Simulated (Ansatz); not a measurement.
**PBE0/cc-pVDZ run of B2H2S2O (SMILES SB1OBS1)**

Aim: the vertical ionisation energy of B2H2S2O at PBE0/cc-pVDZ, from 2 runs. 

Program for the calculation: Ansatz 0.2.0.

67 further runs of the same task are left out: 67 set aside as unsound or not needed. Runs told in other sessions of the task aren't counted.

### Step 1. The system as given

The species is B2H2S2O (7 atoms), meant as a singlet with charge 0. As SMILES, `SB1OBS1`. The coordinates come from a PBE0-D4/def2-TZVP relaxation. This is one conformer, not always the lowest.

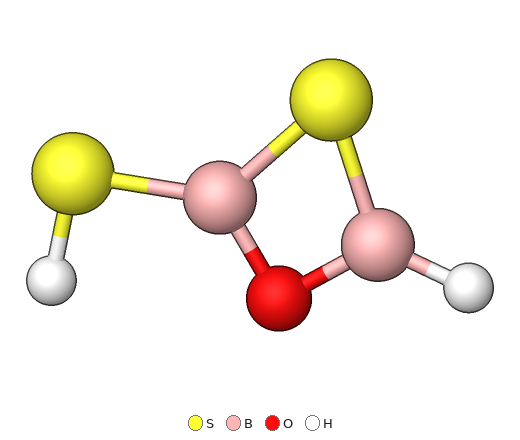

The structure, seen from a chosen angle (sulfur yellow, boron pink, oxygen red, hydrogen white).

### Step 2. A single-point energy at PBE0/cc-pVDZ

input.yaml reads:

```yaml
crystal:
  periodic: [false, false, false]
  atoms:
    - {symbol: S, position_ang: [-1.594700, 0.794600, 1.402500]}
    - {symbol: B, position_ang: [-0.211900, 0.312100, 0.389500]}
    - {symbol: O, position_ang: [-0.181400, -0.697300, -0.571400]}
    - {symbol: B, position_ang: [1.146800, -0.395600, -0.834200]}
    - {symbol: S, position_ang: [1.501400, 0.981700, 0.321000]}
    - {symbol: H, position_ang: [-2.432400, -0.120800, 0.882800]}
    - {symbol: H, position_ang: [1.833600, -0.942500, -1.636000]}
basis:
  gaussian: {orbitals: cc-pVDZ}
output: {orbitals: {seedname: orbitals}}
hamiltonian: {xc: {name: PBE0}}
accuracy: high
```

Run with:

```
$ ansatz run input.yaml --threads 1 --pin off --max-ram 2610MiB --events-out events.jsonl --progress --plain --runs-dir runs
```

Log:

```text
Warning: RAYON_NUM_THREADS=1 ignored (pool sized by the plan → 1); use --threads N
Functional definition: PBE0
  name "PBE0"
  parameter a = 0.25
  parameter kappa = 0.804
  parameter beta = 0.06672455060314922
  exchange = (1 - a)*pbe_x(kappa = kappa, mu = beta*pi^2/3) + a*exact_x
  correlation = pbe_c(beta = beta)
2018 factors; integrals over basis functions are off by at most 3.3e-9 eV
mean field evaluation 1: about -25092.2096 eV, gradient 4.0e1 eV
mean field evaluation 2: about -25085.8968 eV, gradient 7.0e1 eV
mean field evaluation 4: about -25095.3150 eV, gradient 1.7e0 eV
mean field evaluation 8: about -25095.5473 eV, gradient 5.7e-1 eV
mean field evaluation 16: about -25095.5482 eV, gradient 9.0e-5 eV
mean field -25095.54821314 eV, -922.2443864593 hartree, gradient 4.5e-8 eV, S^2 0.000000; 0 other end points of the search recorded, 0 dependent functions left out
reference -25095.54821537 eV, -922.2443865414 hartree; 26, 26 occupied and 62, 62 virtual orbitals, 2018 factors
Total energy: -25095.54821537 eV, -922.2443865414 hartree
```

Wall time 9.3 s (1 thread of Arm Neoverse V2, shared host); peak memory 0.31 GiB.

### Step 3. The doublet cation

run.yaml reads:

```yaml
crystal:
  periodic: [false, false, false]
  atoms:
    - {symbol: S, position_ang: [-1.594700, 0.794600, 1.402500]}
    - {symbol: B, position_ang: [-0.211900, 0.312100, 0.389500]}
    - {symbol: O, position_ang: [-0.181400, -0.697300, -0.571400]}
    - {symbol: B, position_ang: [1.146800, -0.395600, -0.834200]}
    - {symbol: S, position_ang: [1.501400, 0.981700, 0.321000]}
    - {symbol: H, position_ang: [-2.432400, -0.120800, 0.882800]}
    - {symbol: H, position_ang: [1.833600, -0.942500, -1.636000]}
basis:
  gaussian: {orbitals: cc-pVDZ}
total_charge: 1
magnetization: {spin_polarized: true, initial_magnetization: 1}
hamiltonian: {xc: {name: PBE0}}
accuracy: high
output: {orbitals: {seedname: orbitals}}
```

Run with:

```
$ ansatz run run.yaml --threads 1 --pin off --max-ram 2610MiB --events-out events.jsonl --progress --plain --runs-dir runs
```

Log:

```text
Warning: RAYON_NUM_THREADS=1 ignored (pool sized by the plan → 1); use --threads N
Functional definition: PBE0
  name "PBE0"
  parameter a = 0.25
  parameter kappa = 0.804
  parameter beta = 0.06672455060314922
  exchange = (1 - a)*pbe_x(kappa = kappa, mu = beta*pi^2/3) + a*exact_x
  correlation = pbe_c(beta = beta)
2018 factors; integrals over basis functions are off by at most 3.3e-9 eV
mean field evaluation 1: about -25075.2833 eV, gradient 4.9e1 eV
mean field evaluation 2: about -25009.6134 eV, gradient 1.2e2 eV
mean field evaluation 4: about -25084.4330 eV, gradient 1.1e1 eV
mean field evaluation 8: about -25085.3713 eV, gradient 8.8e-1 eV
mean field evaluation 16: about -25085.6138 eV, gradient 6.9e-3 eV
mean field evaluation 32: about -25085.6138 eV, gradient 2.7e-7 eV
mean field -25085.61384535 eV, -921.8793051767 hartree, gradient 7.8e-8 eV, S^2 0.762477; 4 other end points of the search recorded, 0 dependent functions left out
reference -25085.61384762 eV, -921.8793052601 hartree; 26, 25 occupied and 62, 63 virtual orbitals, 2018 factors
Total energy: -25085.61384762 eV, -921.8793052601 hartree
```

Run time: 21 s. Hardware: 1 thread of Arm Neoverse V2, shared host; peak memory 0.45 GiB.

### Step 4. Results

Level: PBE0/cc-pVDZ.

```
                                          quantity          value
                     singlet B2H2S2O: total energy  -922.24439 Eh
                      singlet B2H2S2O: HOMO energy       -7.79 eV
                      singlet B2H2S2O: LUMO energy       -1.18 eV
                    singlet B2H2S2O: HOMO–LUMO gap        6.61 eV
                      doublet cation: total energy  -921.87931 Eh
doublet cation: HOMO energy (highest over α and β)      -13.79 eV
 doublet cation: LUMO energy (lowest over α and β)      -12.03 eV
                              doublet cation: ⟨S²⟩          0.762
vertical ionisation energy (to the doublet cation)       9.934 eV
```

What this shows: The vertical ionisation energy comes to 9.93 eV (229 kcal/mol). −ε(HOMO) before ionisation, 7.79 eV, is 2.14 eV below this ionisation energy.
